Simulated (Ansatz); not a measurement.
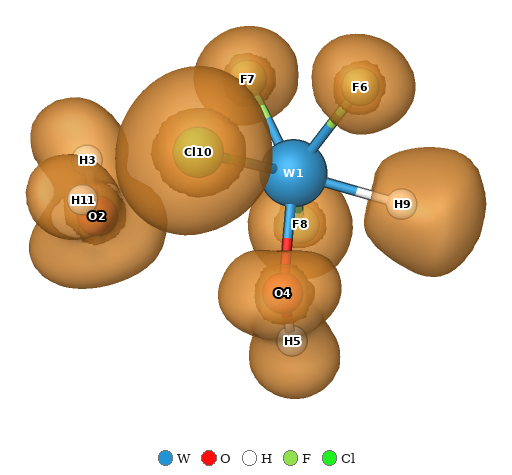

The picture shows: ClF$_{3}$H$_{2}$OW···H$_{2}$O. Isosurface of the electron localisation function at 0.75 (orange), seen at a tilt. Core shells and regions of very low density are left out.

Core potentials replace the inner electrons of W; not at a stationary point (largest force 0.7 eV/Å).

The calculation used RKS PBE-D4/def2-SVP (Ansatz).

```json
{"atom": "W", "x (Å)": "0.1978", "y (Å)": "0.3763", "z (Å)": "-0.2659"}
{"atom": "O", "x (Å)": "0.3151", "y (Å)": "-0.3920", "z (Å)": "2.7617"}
{"atom": "H", "x (Å)": "-0.6353", "y (Å)": "-0.2515", "z (Å)": "2.9379"}
{"atom": "O", "x (Å)": "1.9568", "y (Å)": "-0.2880", "z (Å)": "-0.1007"}
{"atom": "H", "x (Å)": "2.1302", "y (Å)": "-1.2494", "z (Å)": "-0.1615"}
{"atom": "F", "x (Å)": "-0.3245", "y (Å)": "1.7925", "z (Å)": "-1.3841"}
{"atom": "F", "x (Å)": "-1.5346", "y (Å)": "0.4746", "z (Å)": "0.4719"}
{"atom": "F", "x (Å)": "-0.2341", "y (Å)": "-1.4616", "z (Å)": "-0.1945"}
{"atom": "H", "x (Å)": "0.4545", "y (Å)": "-0.1279", "z (Å)": "-1.8642"}
{"atom": "Cl", "x (Å)": "1.1247", "y (Å)": "2.1782", "z (Å)": "0.9859"}
{"atom": "H", "x (Å)": "0.6940", "y (Å)": "0.5147", "z (Å)": "2.8954"}
```

Identify the bonds, lone pairs and shells in this picture.

Answer. At this value the surface marks out one region around a hydrogen nucleus, one region wrapped around Cl (its valence shell), three regions wrapped around F (the valence shell of each) and two joined regions spread over several atoms (H, O), in which their bonds and any lone pairs are merged.

Values along the shortest contacts:
W1···O2 (3.13 Å): the ELF dips to about 0.05 between them. W–F (1.88 Å): the ELF peaks at about 0.80 in the valence shell of F, 0.5 Å from its nucleus, and drops to about 0.25 between the two atoms.
